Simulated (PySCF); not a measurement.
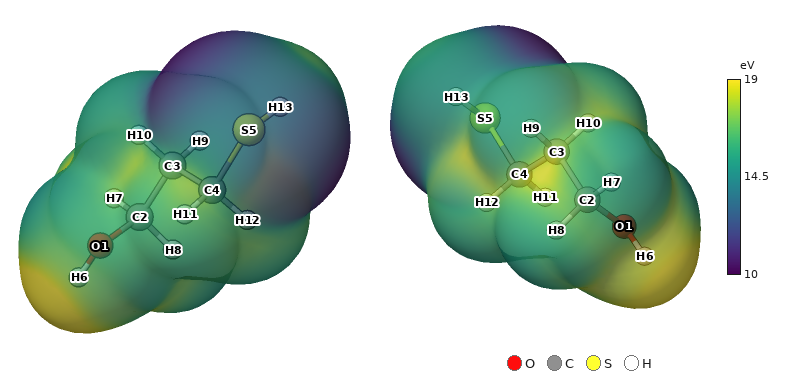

Figure 1: C$_{3}$H$_{8}$OS, SMILES `OCCCS`. Average local ionisation energy on the surface of electron density 0.001 a.u. (back view left, front view right).

Method: HF/def2-TZVP; geometry: GFN2-xTB; program: PySCF. No frequency check shows the geometry to be a minimum. GFN2-xTB bond lengths at metals and heavier atoms can be off by up to 0.1 Å and shapes distorted, which carries into these values.

Cartesian coordinates (Å):

```
O1       2.3277    0.7519    0.2445
C2       1.8949   -0.5195   -0.1852
C3       0.4430   -0.7132    0.2458
C4      -0.4645    0.2968   -0.4365
S5      -2.1949    0.1595    0.1241
H6       3.2491    0.8752   -0.0032
H7       2.5132   -1.3098    0.2643
H8       1.9707   -0.6015   -1.2801
H9       0.1337   -1.7311   -0.0023
H10      0.3784   -0.5810    1.3267
H11     -0.1583    1.3093   -0.1787
H12     -0.4500    0.1808   -1.5208
H13     -2.3812   -1.0927   -0.2921
```

Q: Locate the minima of the map.

A: The lowest value is 10.4 eV, 2.3 Å from S5. Further minima include 14.9 eV, 1.8 Å from O1; 15.1 eV, 1.8 Å from O1; 15.2 eV, 1.4 Å from H8. For comparison, the highest occupied orbital lies at −9.5 eV.
